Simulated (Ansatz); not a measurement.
# H6NSi···H7O4Si3: what the fields show

The calculation's input:

```
crystal:
  periodic: [false, false, false]
  atoms:
    - {symbol: Si, position_ang: [-2.084736, 0.162263, -0.678221]}
    - {symbol: N, position_ang: [-2.250034, 1.281270, 0.791329]}
    - {symbol: H, position_ang: [-1.382314, 0.733109, 1.263055]}
    - {symbol: O, position_ang: [-0.514570, -0.293120, 0.910684]}
    - {symbol: Si, position_ang: [1.065595, -0.455868, 0.932609]}
    - {symbol: O, position_ang: [1.578897, -0.775619, 2.450613]}
    - {symbol: O, position_ang: [1.569678, -1.640683, -0.078733]}
    - {symbol: Si, position_ang: [0.952823, -2.897348, -0.914939]}
    - {symbol: O, position_ang: [1.845768, 0.900207, 0.423260]}
    - {symbol: Si, position_ang: [1.606099, 2.244611, -0.452238]}
    - {symbol: H, position_ang: [-2.475500, -1.222508, -0.365806]}
    - {symbol: H, position_ang: [-0.905664, 0.474175, -1.507702]}
    - {symbol: H, position_ang: [-3.232627, 0.693659, -1.492506]}
    - {symbol: H, position_ang: [-3.134777, 1.219270, 1.281337]}
    - {symbol: H, position_ang: [-2.042200, 2.253633, 0.592040]}
    - {symbol: H, position_ang: [2.525284, -0.859405, 2.572950]}
    - {symbol: H, position_ang: [2.054544, -3.526345, -1.685983]}
    - {symbol: H, position_ang: [0.351878, -3.910818, -0.008466]}
    - {symbol: H, position_ang: [-0.095438, -2.437851, -1.867426]}
    - {symbol: H, position_ang: [1.653713, 1.968481, -1.911534]}
    - {symbol: H, position_ang: [0.268656, 2.843433, -0.150113]}
    - {symbol: H, position_ang: [2.644925, 3.245355, -0.104411]}
basis:
  gaussian: {orbitals: def2-TZVPP}
hamiltonian: {xc: pbe0, dispersion: d4}
output: {orbitals: {seedname: orbitals}}
```

Run with:

```sh
ansatz run in.yaml --threads 4 --pin off --events-out ev --progress --plain --max-ram 66560MiB --backend cuda --devices 0, --max-vram 37GiB
```

A transition-state structure; geometry: PBE0-D4/def2-TZVP.

Computed with Ansatz 0.2.0, RKS PBE0-D4/def2-TZVPP.

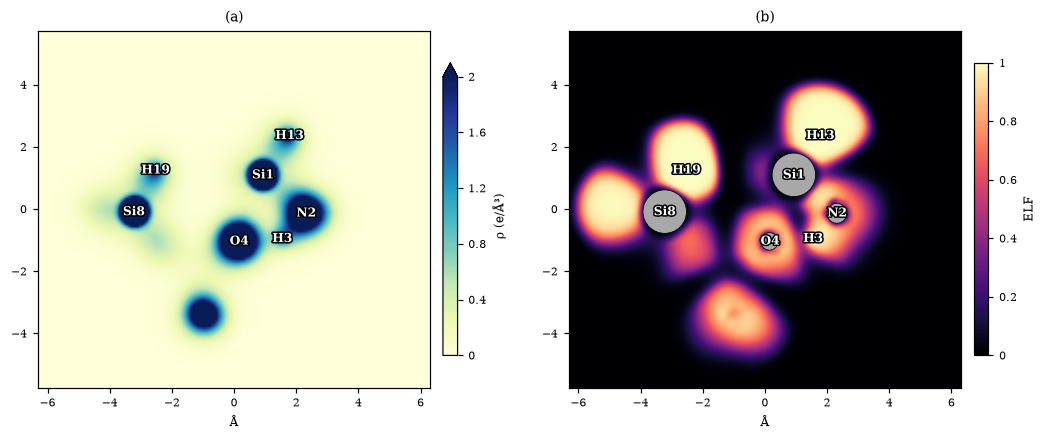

Figure 1. (a) total electron density; (b) ELF on the plane of atoms Si1, N2 and H3. Grey discs cover the atomic cores in the ELF map.

What does the map show?

The section cuts through Si, N, H and O sites.
O4···H3 (1.39 Å): the density falls to about 0.72 e/Å³ on the way; the ELF climbs to about 0.90 towards the hydrogen, as it does in any bond to H.
Si–N (1.85 Å): the density is about 0.88 e/Å³ at the midpoint; the ELF peaks at about 0.95 between the atoms (a polar covalent bond).
Si–H (1.49 Å): the density is about 0.81 e/Å³ at the midpoint; the ELF climbs to about 1 towards the hydrogen.
The ELF also peaks beside O6, away from the bonds: lone-pair regions.

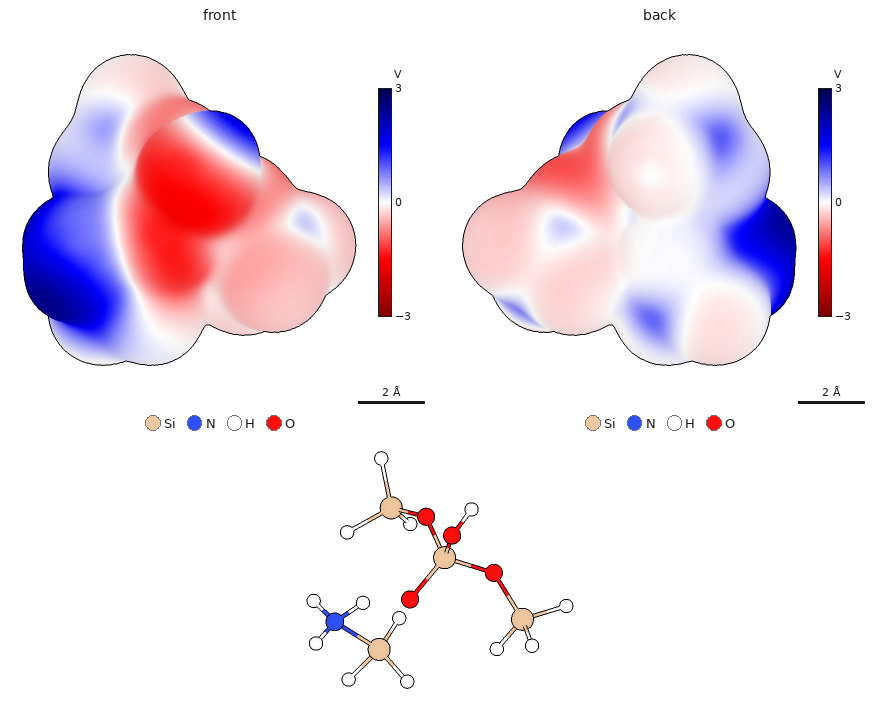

Figure 2. The molecular electrostatic potential painted on the density surface at 0.001 e/bohr³, seen from the front and from behind; the colour scale runs from red (negative) to blue (positive). The bare structure is drawn below in the same view.

Describe the electrostatic potential map.

The most negative region (about −1.5 V) lies over O6, the most positive (about +2.4 V) over H14. O6 is the likeliest acceptor of a hydrogen bond.

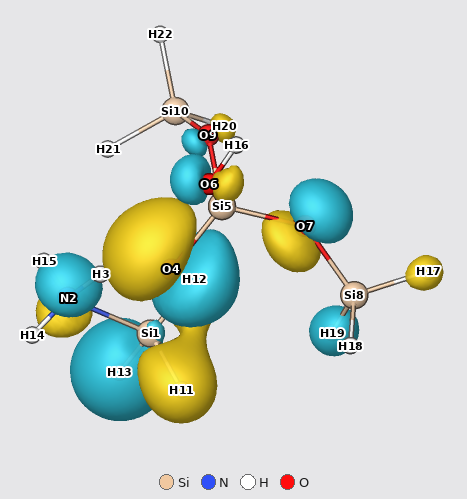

Figure 3. The HOMO at ±0.1 Å⁻³ᐟ² (yellow and cyan are the two phases), seen at a tilt.

What is the character of this orbital?

Its weight (Hirshfeld) is mainly on O4 (about 40 %), H13 (about 10 %), Si1 (about 10 %) and O7 (about 10 %). Its energy is −7.85 eV.

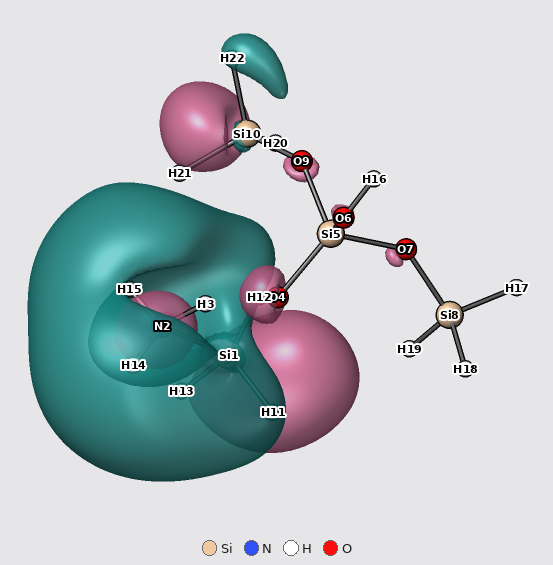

Figure 4. The LUMO at ±0.06 Å⁻³ᐟ² (teal and pink are the two phases), seen across its widest extent.

What is the character of this orbital?

Its weight (Hirshfeld) is mainly on Si1 (about 30 %), H14 (about 15 %), H15 (about 15 %), N2 (about 10 %) and Si10 (about 5 %). Its energy is −0.39 eV.
